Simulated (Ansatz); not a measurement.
# Charge trapping in a frame of liquid mixture of pyrrole and H2O from 300 K (194 atoms), part 3 of 4

Does an extra electron or hole in a frame of liquid mixture of pyrrole and H2O from 300 K (194 atoms) stay spread out, or do the atoms trap it?

Ansatz 0.2.0; Kohn-Sham DFT, r2SCAN+D4, PAW (set soft_2), plane waves.

The cell: 20 C, 5 N, 121 H and 48 O. The network of contacts between molecules at the start is that of the classical potential that made the cell. Only the Γ point is sampled, in a cell whose shortest periodic width is 13 Å. The liquid is relaxed first.

So far. Step 3 (Relaxation): The relaxation converged after 46 steps, 12.1 eV below its start, with a largest force component of 0.058 eV/Å. Step 5 (An extra electron, atoms held): An extra electron, atoms held: the energy stands 2.70 eV above that of the reference, with a moment of 0.92 μB.

**6. An extra electron, atoms relaxed**

The atoms now respond to the charge; the energy gained comes from screening by the atoms, from trapping if the charge localises, and from any strain left in the reference.

The input, input.yaml:

```yaml
crystal:
  lattice:
    - [12.62234, 0.0, 0.0]
    - [0.0, 12.62234, 0.0]
    - [0.0, 0.0, 12.62234]
  atoms:
    [... the 194 atom lines of step 4 ...]
total_charge: -1
kpoints:
  mp_grid: { grid: [1, 1, 1] }
hamiltonian:
  xc: r2scan
  dispersion: d4
scf:
  occupations: { method: fermi_dirac, width: 0.01 }
  lower_state_search: "off"
output:
  forces: true
magnetization:
  spin_polarized: true
  initial_magnetization: 1
relax:
  f_tol: 0.05
  max_steps: 90
```

On the command line:

```
> ansatz run input.yaml --threads 4 --pin off --max-ram 8192MiB --backend cpu --events-out ev --progress --plain --runs-dir out
```

Numbers of over 12 decimals in the logs are rounded to 6 here.

The program printed:

```text
[...]
Crystal: 194 atoms, lattice volume = 2011.035 Å³
Basis set: ecut = 500 eV, 50883 PW (Γ), exchange–correlation on 384×384×384 points (64 copies of the dense FFT grid, shifted against one another)
Bands: 452, of which v1, the nominal top of the filled ones, is band 258 counted from 1 (257 counted from 0)
Symmetry: 1 space group operations
[...]
k-points: 1
[...]
Starting moments: Σ|m| = 1 μB on 194 of 194 sites
[...]
SCF iter   1: F=-36105.447265 eV  HF=-36273.175798 eV  |F-HF|=1.68e2  |Δ(HF+E_count)|=         —  Δρ=5.48e-2 (↑5.48e-2 ↓5.46e-2)  dr2=2.46e2  dr2_τ=7.79e0  dr2_m=1.25e-1  M=1.000 μB ∫|m|=1.054 μB  β_m=1.00  ethr=3.10e-3  ⟨swp⟩=6.0  Hψ=4138  notcnv=0  defer=75
[...]
SCF iter   2: F=-36179.092493 eV  HF=-36212.999310 eV  |F-HF|=3.39e1  |Δ(HF+E_count)|=         —  Δρ=2.99e-2 (↑2.99e-2 ↓2.97e-2)  dr2=7.04e1  dr2_τ=8.65e-1  dr2_m=8.98e-2  M=0.856 μB ∫|m|=1.149 μB  β_m=0.30  ethr=3.10e-3  ⟨swp⟩=3.0  Hψ=1588  notcnv=0  defer=375
[...]
SCF iter   7: F=-36201.780158 eV  HF=-36201.760948 eV  |F-HF|=1.92e-2  |Δ(HF+E_count)|=   3.42e-2  Δρ=6.50e-4 (↑6.23e-4 ↓6.50e-4)  dr2=1.24e-2  dr2_τ=3.15e-4  dr2_m=4.83e-3  M=0.129 μB ∫|m|=0.254 μB  β_m=0.54  ethr=1.31e-5  ⟨swp⟩=4.5  Hψ=976  notcnv=0  defer=375
[...]
SCF iter   9: F=-36201.788163 eV  HF=-36201.785620 eV  |F-HF|=2.54e-3  |Δ(HF+E_count)|=   1.11e-2  Δρ=1.61e-4 (↑1.41e-4 ↓1.61e-4)  dr2=1.16e-3  dr2_τ=1.71e-5  dr2_m=1.85e-4  M=0.279 μB ∫|m|=0.307 μB  β_m=0.30  ethr=1.33e-6  ⟨swp⟩=4.5  Hψ=1381  notcnv=0  defer=375  κ⁻¹=2.6e-2(r=2)
[...]
SCF iter  13: F=-36201.791637 eV  HF=-36201.791650 eV  |F-HF|=1.35e-5  |Δ(HF+E_count)|=   9.30e-4  Δρ=1.35e-5 (↑1.10e-5 ↓1.35e-5)  dr2=6.48e-6  dr2_τ=2.88e-7  dr2_m=2.51e-6  M=0.917 μB ∫|m|=0.965 μB  β_m=1.20  ethr=1.78e-9  ⟨swp⟩=1.0  Hψ=2493  notcnv=0  κ⁻¹=2.4e-4(r=6)
SCF iter  14: F=-36201.791639 eV  HF=-36201.791640 eV  |F-HF|=1.26e-6  |Δ(HF+E_count)|=   1.03e-5  Δρ=4.48e-6 (↑4.48e-6 ↓4.01e-6)  dr2=3.34e-6  dr2_τ=2.48e-8  dr2_m=1.39e-7  M=0.913 μB ∫|m|=0.960 μB  ethr=1.26e-9  ⟨swp⟩=1.0  Hψ=2244  notcnv=0
SCF 1 converged in 14 iterations: F = -36201.791639 eV  dr2 = 3.34e-6
[...]
relax step   1: F+E_penalty+E_count = -36201.79163863 eV  Δ(F+E_penalty+E_count) = +0.000e0 eV  max|allowed force component| = 1.026e-1 eV/Å  Δτ_max = 0.0000 Å  (14 SCF iters, dr2 threshold 6.25e-5 eV, accepted)
[...]
relax step   2: F+E_penalty+E_count = -36201.80106719 eV  Δ(F+E_penalty+E_count) = -9.429e-3 eV  max|allowed force component| = 1.078e-1 eV/Å  Δτ_max = 0.0740 Å  (11 SCF iters, accepted)
[...]
relax step   3: F+E_penalty+E_count = -36201.80791830 eV  Δ(F+E_penalty+E_count) = -6.851e-3 eV  max|allowed force component| = 7.261e-2 eV/Å  Δτ_max = 0.0516 Å  (10 SCF iters, accepted)
[...]
relax step   4: F+E_penalty+E_count = -36201.80610767 eV  Δ(F+E_penalty+E_count) = +1.811e-3 eV  max|allowed force component| = 7.133e-2 eV/Å  Δτ_max = 0.1308 Å  (11 SCF iters, rejected (line search))
[...]
relax step   5: F+E_penalty+E_count = -36201.81249144 eV  Δ(F+E_penalty+E_count) = -4.573e-3 eV  max|allowed force component| = 2.249e-2 eV/Å  Δτ_max = 0.0513 Å  (11 SCF iters, accepted)
[...]
SCF iter   2: F=-36201.812491 eV  HF=-36201.812491 eV  |F-HF|=4.85e-9  |Δ(HF+E_count)|=   1.41e-8  Δρ=2.34e-7 (↑2.32e-7 ↓2.34e-7)  dr2=4.39e-9  dr2_τ=3.75e-11  dr2_m=9.97e-12  M=0.935 μB ∫|m|=0.985 μB  ethr=1.57e-12  ⟨swp⟩=2.5  Hψ=1429  notcnv=0
SCF 6 converged in 2 iterations: F = -36201.812491 eV  dr2 = 4.39e-9
SCF converged after 2 iterations
Stability not checked: this state was not tested for a lower state beside it, because the mixer in use, unlike msr1, does not test its closes by its own steps (another_mixer; see scf.mixing.algorithm and scf.lower_state_search)
Magnetization: 0.9347 μB (257.9674 up, 257.0326 down)
Absolute magnetization: 0.9859 μB (∫|ρ↑−ρ↓|, with the PAW one-centre terms)
[...]
Per-site moments (μB) at R_I (Å): [(0.000191031, 0.445142), (0.000412953, 0.444723), (0.000428053, 0.444539), (0.00013691, 0.421880), (0.000142277, [...]
Free energy (F): -36201.812491 eV
[...]
Internal energy: -36201.809615 eV  (E = F + TS)
E sigma→0 (E₀):  -36201.811053 eV
Entropy (-TS):   -0.002876 eV (-0.015 meV/atom)
Fermi energy:    2.685075 eV
[...]
Σ components = -36201.812491   (vs F -36201.812491, Δ=0.00e0)
--- Forces (eV/Å), atoms counted from 1 ---
  atom   1  C      0.00525516     0.00559982    -0.00426699
  atom   2  C      0.00084608    -0.00731209    -0.00526981
  atom   3  C     -0.00044246    -0.00173220     0.00447506
  atom   4  N     -0.00903681    -0.00562356     0.00229586
[...]
atom 194  H     -0.00035143     0.00289669     0.00178304
  max |Σ_I F_I| component: 8.15e-5 eV/Å
--- Relaxed structure (5 steps of the walk, 4 accepted, 0 SCFs on fresh bases) ---
  F+E_penalty+E_count = -36201.81249144 eV   max|allowed force component| = 2.249e-2 eV/Å
  atoms:
    - { symbol: C, position: [0.330449, 0.163280, 0.275127] }
    - { symbol: C, position: [0.368791, 0.194268, 0.173807] }
    - { symbol: C, position: [0.291688, 0.168091, 0.100896] }
    - { symbol: N, position: [0.209256, 0.122927, 0.154134] }
[...]
- { symbol: H, position: [0.479936, 0.012335, 0.603112] }
```

Run time: 20 min. Hardware: 4 threads of Arm Neoverse V1, shared host; peak memory 6.2 GiB.

The relaxation converged after 5 steps, 0.0209 eV below its start, with a largest force component of 0.022 eV/Å.

An extra electron, atoms relaxed: the energy stands 2.68 eV above that of the reference, with a moment of 0.93 μB.

**7. An extra electron, levels at the relaxed geometry**

A single point at the new geometry gives levels and spin density.

The input, input.yaml:

```yaml
crystal:
  lattice:
    - [12.62234, 0.0, 0.0]
    - [0.0, 12.62234, 0.0]
    - [0.0, 0.0, 12.62234]
  atoms:
    - { symbol: C, position: [0.33045, 0.16328, 0.27513] }
    - { symbol: C, position: [0.36879, 0.19427, 0.17381] }
    - { symbol: C, position: [0.29169, 0.16809, 0.1009] }
    - { symbol: "N", position: [0.20926, 0.12293, 0.15413] }
    - { symbol: C, position: [0.23152, 0.11928, 0.25966] }
    - { symbol: H, position: [0.37127, 0.17068, 0.34988] }
    [... 182 atom lines left out ...]
    - { symbol: O, position: [0.24227, 0.6326, 0.69951] }
    - { symbol: H, position: [0.30569, 0.59119, 0.6813] }
    - { symbol: H, position: [0.18479, 0.58935, 0.67032] }
    - { symbol: O, position: [0.48308, 0.08575, 0.62541] }
    - { symbol: H, position: [0.43781, 0.09259, 0.68801] }
    - { symbol: H, position: [0.47994, 0.01234, 0.60311] }
total_charge: -1
kpoints:
  mp_grid: { grid: [1, 1, 1] }
hamiltonian:
  xc: r2scan
  dispersion: d4
scf:
  occupations: { method: fermi_dirac, width: 0.01 }
  lower_state_search: "off"
output:
  forces: true
  stress: true
  populations: intrinsic
  dos:
    method: { smearing: { sigma: 0.15 } }
    de: 0.1
    projected: { site_lists: { C: [C], H: [H], "N": ["N"], O: [O] } }
  eigenvalues: true
  write_density: true
  write_potential: true
  volumetric_format: npy
magnetization:
  spin_polarized: true
  initial_magnetization: 1
```

The program printed:

```text
[...]
Crystal: 194 atoms, lattice volume = 2011.035 Å³
Basis set: ecut = 500 eV, 50883 PW (Γ), exchange–correlation on 384×384×384 points (64 copies of the dense FFT grid, shifted against one another)
Bands: 452, of which v1, the nominal top of the filled ones, is band 258 counted from 1 (257 counted from 0)
Symmetry: 1 space group operations
[...]
k-points: 1
[... 12 lines on functional and potentials left out ...]
Starting moments: Σ|m| = 1 μB on 194 of 194 sites
[...]
SCF iter   1: F=-36105.486596 eV  HF=-36273.171624 eV  |F-HF|=1.68e2  |Δ(HF+E_count)|=         —  Δρ=5.47e-2 (↑5.47e-2 ↓5.46e-2)  dr2=2.46e2  dr2_τ=7.78e0  dr2_m=1.12e-1  M=1.000 μB ∫|m|=1.053 μB  β_m=1.00  ethr=3.10e-3  ⟨swp⟩=6.0  Hψ=4140  notcnv=0  defer=75
[...]
SCF iter  19: F=-36201.812476 eV  HF=-36201.812476 eV  |F-HF|=3.10e-9  |Δ(HF+E_count)|=   4.51e-9  Δρ=1.99e-7 (↑1.99e-7 ↓1.99e-7)  dr2=2.61e-9  dr2_τ=3.24e-11  dr2_m=2.37e-10  M=0.935 μB ∫|m|=0.985 μB  ethr=2.17e-12  ⟨swp⟩=7.0  Hψ=4527  notcnv=0
SCF 1 converged in 19 iterations: F = -36201.812476 eV  dr2 = 2.61e-9
[...]
SCF converged after 19 iterations
Magnetization: 0.9347 μB (257.9673 up, 257.0327 down)
Absolute magnetization: 0.9858 μB (∫|ρ↑−ρ↓|, with the PAW one-centre terms)
[...]
Per-site moments (μB) at R_I (Å): [(0.000190974, 0.445124), (0.000412776, 0.444703), (0.000428452, 0.444587), (0.00013699, 0.421898), (0.000142405, [...]
Free energy (F): -36201.812476 eV
[...]
Internal energy: -36201.809598 eV  (E = F + TS)
E sigma→0 (E₀):  -36201.811037 eV
Entropy (-TS):   -0.002878 eV (-0.015 meV/atom)
Fermi energy:    2.685091 eV
[...]
--- Forces (eV/Å), atoms counted from 1 ---
  atom   1  C      0.00424024     0.00484994    -0.00631843
  atom   2  C      0.00079090    -0.00793569    -0.00430666
  atom   3  C      0.00091776     0.00058832    -0.00322058
  atom   4  N     -0.01343958    -0.00850421     0.00455080
  atom   5  C     -0.00078869    -0.00109108    -0.00451666
  atom   6  H     -0.00103576    -0.00082544    -0.00178313
  atom   7  H     -0.00367342    -0.00032705    -0.00111766
  atom   8  H     -0.00172144    -0.00260699     0.00894014
  atom   9  H      0.01456830     0.00632093     0.00690119
  atom  10  H      0.00364777     0.00334586    -0.00352145
  atom  11  C     -0.00595644    -0.00395708    -0.00257274
  atom  12  C     -0.00264055     0.00114743    -0.00814871
  atom  13  C      0.00339772     0.00823276    -0.00190210
  atom  14  N     -0.01414870    -0.02629223     0.01461870
[...]
atom 193  H     -0.00029962    -0.00110859    -0.00113136
  atom 194  H     -0.00069341     0.00133722     0.00151030
  max |Σ_I F_I| component: 9.61e-5 eV/Å
--- Stress (GPa, compression-positive) ---
       -0.617768       0.097211      -0.010874
        0.097212      -0.608936       0.003599
       -0.010872       0.003602      -0.499808
  P = ⅓ Tr σ = -0.5755 GPa (-5.755 kbar)
--- Band table (eV) ---
[...]
--- intrinsic populations: 194 sites ---
  site symbol       q [e]    m [muB]
     0      C      4.2942     0.0012
     1      C      4.2833     0.0022
     2      C      4.1509     0.0021
[...]
193      H      0.6169     0.0054
  spilling = 0.000000 (of n_electrons = 515.000000)
```

Wall time 7.8 min (4 threads); peak memory 6.4 GiB.

An extra electron, levels at the relaxed geometry: the energy stands 2.68 eV above that of the reference, with a moment of 0.93 μB.

The levels nearest the highest filled one (over half full), pooled over k-points and spins:

```
level less the highest filled one (eV)  occupation
                                 -3.92           1
                                 -3.62           1
                                 -3.62           1
                                     0       0.967
                                0.0678       0.033
                                 0.852           0
                                 0.921           0
                                  1.09           0
```

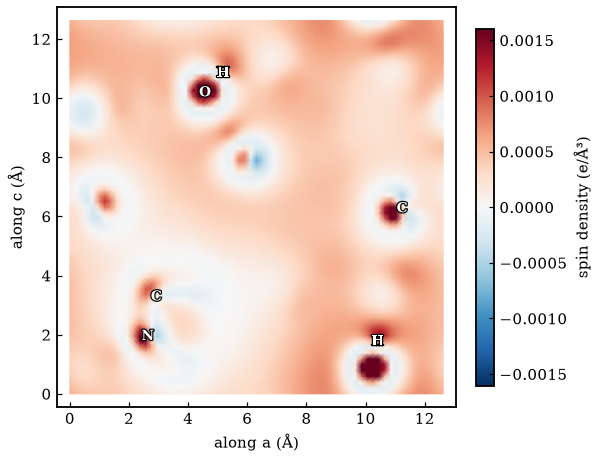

Spin density in the ac plane at fractional y = 0.110, with atoms of N and C and H and O within 0.2 Å of it.

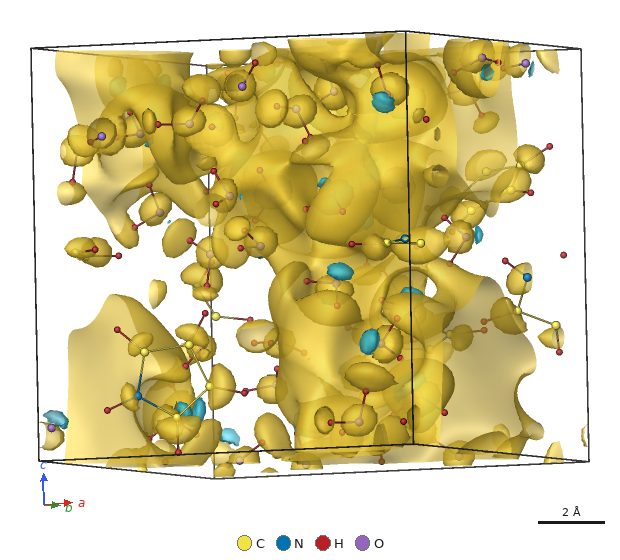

Surfaces of spin density = ±6.9e-4 e/Å³, which hold about 50 % of the integral of its size. The two colours are the two signs. Bonds to atoms that aren't drawn are left out.

**8. Neutral at the geometry of the electron**

The neutral cell at the new geometry gives the energy of that geometry without the charge.

The input, input.yaml:

```yaml
crystal:
  lattice:
    - [12.62234, 0.0, 0.0]
    - [0.0, 12.62234, 0.0]
    - [0.0, 0.0, 12.62234]
  atoms:
    [... the 194 atom lines of step 7 ...]
kpoints:
  mp_grid: { grid: [1, 1, 1] }
hamiltonian:
  xc: r2scan
  dispersion: d4
scf:
  occupations: { method: fixed }
output:
  forces: true
  stress: true
  populations: intrinsic
  dos:
    method: { smearing: { sigma: 0.15 } }
    de: 0.1
    projected: { site_lists: { C: [C], H: [H], "N": ["N"], O: [O] } }
  eigenvalues: true
```

The program printed:

```text
[...]
Crystal: 194 atoms, lattice volume = 2011.035 Å³
Basis set: ecut = 500 eV, 50883 PW (Γ), exchange–correlation on 384×384×384 points (64 copies of the dense FFT grid, shifted against one another)
Bands: 451, of which v1, the nominal top of the filled ones, is band 257 counted from 1 (256 counted from 0)
Symmetry: 1 space group operations
[...]
k-points: 1
[...]
SCF iter   1: F=—  HF=-36207.552210 eV  |F-HF|=—  |Δ(HF+E_count)|=         —  Δρ=5.97e-3  dr2=8.87e-1  dr2_τ=1.24e1  ethr=1.77e-3  ⟨swp⟩=5.0  Hψ=1582  notcnv=0  defer=191
[...]
SCF iter   9: F=—  HF=-36204.473262 eV  |F-HF|=—  |Δ(HF+E_count)|=   9.13e-7  Δρ=2.94e-6  dr2=1.86e-7  dr2_τ=2.20e-8  ethr=4.11e-10  ⟨swp⟩=2.0  Hψ=515  notcnv=0  defer=190
SCF iter  10: F=-36204.473262 eV  HF=-36204.473262 eV  |F-HF|=5.89e-8  |Δ(HF+E_count)|=   3.50e-7  Δρ=7.99e-7  dr2=1.82e-8  dr2_τ=1.30e-9  ethr=1.95e-11  ⟨swp⟩=16.0  Hψ=3778  notcnv=0
SCF 1 converged in 10 iterations: F = -36204.473262 eV  dr2 = 1.82e-8
[...]
SCF converged after 10 iterations
Free energy (F): -36204.473262 eV
[...]
Internal energy: -36204.473262 eV  (E = F + TS)
E sigma→0 (E₀):  -36204.473262 eV
Fermi energy:    -0.845048 eV
[...]
Σ components = -36204.473262   (vs F -36204.473262, Δ=0.00e0)
--- Forces (eV/Å), atoms counted from 1 ---
  atom   1  C      0.00885532     0.02255489     0.01648847
  atom   2  C      0.01726692     0.01872529    -0.00427475
  atom   3  C     -0.00657608     0.01416322    -0.03546442
  atom   4  N     -0.03515780    -0.00794687    -0.00044990
[...]
atom 194  H      0.00806203     0.02848967     0.00033589
  max |Σ_I F_I| component: 1.04e-4 eV/Å
--- Stress (GPa, compression-positive) ---
       -0.691646       0.099274      -0.008292
        0.099275      -0.700274      -0.000519
       -0.008290      -0.000517      -0.594958
  P = ⅓ Tr σ = -0.6623 GPa (-6.623 kbar)
--- Band table (eV) ---
[...]
--- intrinsic populations: 194 sites ---
  site symbol       q [e]
     0      C      4.2912
     1      C      4.2807
     2      C      4.1491
[...]
193      H      0.6104
  spilling = -0.000000 (of n_electrons = 514.000000)
```

Elapsed: 1.9 min, on 4 threads; peak memory 5.6 GiB.

Neutral at the geometry of the electron: the energy stands 0.0198 eV above that of the reference.

**9. An extra hole, atoms held**

The electron count changes by one with the atoms held: a vertical process, on a uniform background, with spin and a narrow Fermi–Dirac smearing. Its energy against the neutral cell hangs on the program's zero of potential.

Edit input.yaml of step 8 so:

```diff
@@ -6,3 +6,4 @@
   atoms:
-    [... the 194 atom lines of step 7 ...]
+    [... the 194 atom lines of step 4 ...]
+total_charge: 1
 kpoints:
@@ -13,3 +14,4 @@
 scf:
-  occupations: { method: fixed }
+  occupations: { method: fermi_dirac, width: 0.01 }
+  lower_state_search: "off"
 output:
@@ -23 +25,7 @@
   eigenvalues: true
+  write_density: true
+  write_potential: true
+  volumetric_format: npy
+magnetization:
+  spin_polarized: true
+  initial_magnetization: 1
```

The program printed:

```text
[...]
Pseudopotentials: kind: paw
Pseudopotential: C, paw, valence charge 4, recommended cutoff 500 eV (meta_gga), C.paw.azcp
Pseudopotential: N, paw, valence charge 5, recommended cutoff 500 eV (meta_gga), N.paw.azcp
Pseudopotential: H, paw, valence charge 1, recommended cutoff 500 eV (meta_gga), H.paw.azcp
Pseudopotential: O, paw, valence charge 6, recommended cutoff 500 eV (meta_gga), O.paw.azcp
[...]
Crystal: 194 atoms, lattice volume = 2011.035 Å³
Basis set: ecut = 500 eV, 50883 PW (Γ), exchange–correlation on 384×384×384 points (64 copies of the dense FFT grid, shifted against one another)
Bands: 451, of which v1, the nominal top of the filled ones, is band 257 counted from 1 (256 counted from 0)
Symmetry: 1 space group operations
Space group: P1 (ITA 1), of the structure as read, at distance tolerance 1.3e-4 Å
Magnetic group: BNS 1.1 (UNI 1), of the structure as read, at distance tolerance 1.3e-4 Å
k-points: 1
[...]
Starting moments: Σ|m| = 1 μB on 194 of 194 sites
Initial wavefunctions: pseudopotential atomic-orbital guess
[...]
SCF iter   1: F=-36104.264042 eV  HF=-36280.103386 eV  |F-HF|=1.76e2  |Δ(HF+E_count)|=         —  Δρ=5.70e-2 (↑5.68e-2 ↓5.70e-2)  dr2=2.56e2  dr2_τ=7.89e0  dr2_m=6.10e-2  M=1.000 μB ∫|m|=1.048 μB  β_m=1.00  ethr=3.10e-3  ⟨swp⟩=6.0  Hψ=4131  notcnv=0  defer=68
preconditioner: auto → none  [metal: Δε(μ)=0.021 eV  Ē_g=16.978 eV  σ=0.010 eV  W_gap=0.48  n_scr=364 (ndim 8)  ℏωp=16.7 eV  f_vac=0.160  D(μ)=41.60/eV (n_scr^D=250)  sad-step TF]
SCF iter   2: F=-36164.491805 eV  HF=-36228.665531 eV  |F-HF|=6.42e1  |Δ(HF+E_count)|=         —  Δρ=3.56e-2 (↑3.54e-2 ↓3.56e-2)  dr2=1.13e2  dr2_τ=8.39e-1  dr2_m=8.34e-2  M=1.000 μB ∫|m|=1.189 μB  β_m=0.30  ethr=3.10e-3  ⟨swp⟩=2.0  Hψ=1560  notcnv=0  defer=378
Mixer restart at iter 2: flushing history
preconditioner: auto → Resta (q_TF=auto, 2.173 Å⁻¹)  ε∞=2.0  [insulator: Δε(μ)=0.107 eV  Ē_g=16.480 eV  σ=0.010 eV  W_gap=0.99  n_scr=364 (ndim 8)  ℏωp=16.7 eV  f_vac=0.149  D(μ)=1.02/eV (n_scr^D=0)  ε∞_Penn≈2.0]
spin=Collinear: Resta preconditioning applied to the charge; magnetization (m = ρ↑ − ρ↓) channel mixes plain (no charge-response kernel on spin).
SCF iter   3: F=-36191.696502 eV  HF=-36208.866686 eV  |F-HF|=1.72e1  |Δ(HF+E_count)|=    1.98e1  Δρ=2.27e-2 (↑2.22e-2 ↓2.27e-2)  dr2=4.08e1  dr2_τ=4.24e-1  dr2_m=1.01e-1  M=0.999 μB ∫|m|=1.316 μB  β_m=0.30  ethr=3.10e-3  ⟨swp⟩=6.0  Hψ=1591  notcnv=0  defer=376  κ⁻¹=1.0e0(r=1)
SCF iter   4: F=-36200.553629 eV  HF=-36203.426705 eV  |F-HF|=2.87e0  |Δ(HF+E_count)|=    5.44e0  Δρ=1.31e-2 (↑1.21e-2 ↓1.31e-2)  dr2=9.87e0  dr2_τ=2.26e-1  dr2_m=8.16e-2  M=1.000 μB ∫|m|=1.252 μB  β_m=0.30  ethr=3.10e-3  ⟨swp⟩=3.0  Hψ=1461  notcnv=0  defer=379  κ⁻¹=4.0e-1(r=2)
[...]
SCF iter  16: F=-36202.796340 eV  HF=-36203.230280 eV  |F-HF|=4.34e-1  |Δ(HF+E_count)|=   1.63e-1  Δρ=1.76e-3 (↑7.56e-4 ↓1.76e-3)  dr2=5.08e-1  dr2_τ=4.40e-3  dr2_m=7.32e-3  M=0.997 μB ∫|m|=1.263 μB  β_m=1.20  ethr=9.24e-5  ⟨swp⟩=5.0  Hψ=954  notcnv=0  defer=378
Mixer restart at iter 16: flushing history
spin-set hold released at iteration 16 (site moments' squared step at or under half its running peak, from the soft ceiling on): the magnetisation degrees of freedom join the quasi-Newton model from the next iteration; the mixer history was flushed
SCF iter  17: F=-36201.049364 eV  HF=-36203.241806 eV  |F-HF|=2.19e0  |Δ(HF+E_count)|=   1.15e-2  Δρ=6.18e-3 (↑7.44e-4 ↓6.18e-3)  dr2=2.91e0  dr2_τ=2.87e-2  dr2_m=1.89e-1  M=1.000 μB ∫|m|=1.441 μB  β_m=1.20  ethr=9.24e-5  ⟨swp⟩=3.5  Hψ=1465  notcnv=0  defer=376  κ⁻¹=1.0e0(r=1)
SCF iter  18: F=-36201.595707 eV  HF=-36203.229874 eV  |F-HF|=1.63e0  |Δ(HF+E_count)|=   1.19e-2  Δρ=4.92e-3 (↑6.49e-4 ↓4.92e-3)  dr2=2.10e0  dr2_τ=1.58e-2  dr2_m=1.08e-1  M=1.000 μB ∫|m|=1.390 μB  β_m=1.20  ethr=9.24e-5  ⟨swp⟩=4.0  Hψ=950  notcnv=0  defer=376  κ⁻¹=1.0e-2(r=2)
[...]
SCF iter  38: F=-36203.186238 eV  HF=-36203.186240 eV  |F-HF|=2.58e-6  |Δ(HF+E_count)|=   3.54e-7  Δρ=6.18e-6 (↑6.83e-7 ↓6.18e-6)  dr2=3.33e-6  dr2_τ=2.59e-8  dr2_m=1.64e-7  M=1.000 μB ∫|m|=1.257 μB  β_m=1.20  ethr=4.92e-9  ⟨swp⟩=1.5  Hψ=529  notcnv=0  defer=374  κ⁻¹=1.4e-6(r=8)
SCF iter  39: F=-36203.186240 eV  HF=-36203.186240 eV  |F-HF|=4.97e-7  |Δ(HF+E_count)|=  7.93e-10  Δρ=2.73e-6 (↑3.26e-7 ↓2.73e-6)  dr2=6.46e-7  dr2_τ=4.94e-9  dr2_m=3.39e-8  M=1.000 μB ∫|m|=1.257 μB  β_m=1.20  ethr=6.50e-10  ⟨swp⟩=1.0  Hψ=528  notcnv=0  defer=374  κ⁻¹=4.8e-6(r=8)
```

Wall time 11 min (4 threads); peak memory 6.3 GiB.

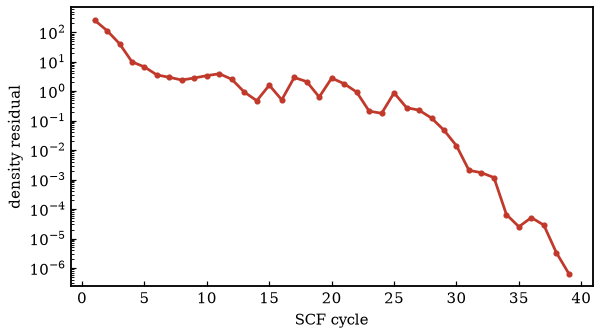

Residual by cycle in this run.

The run was cut off at its time limit.

After 39 cycles the residual stands at 6.5e-7.

[end of part 3 of 4]

[Logs are printed without paths, hosts, clocks, repeated set-up lines and the standing remarks that a program may print on its own settings, such as how far it seeks lower states.]

[Hosts, paths, dates, database ids (printed as entryN), source tags and the programs' standing remarks are cut or masked in the printed files.]
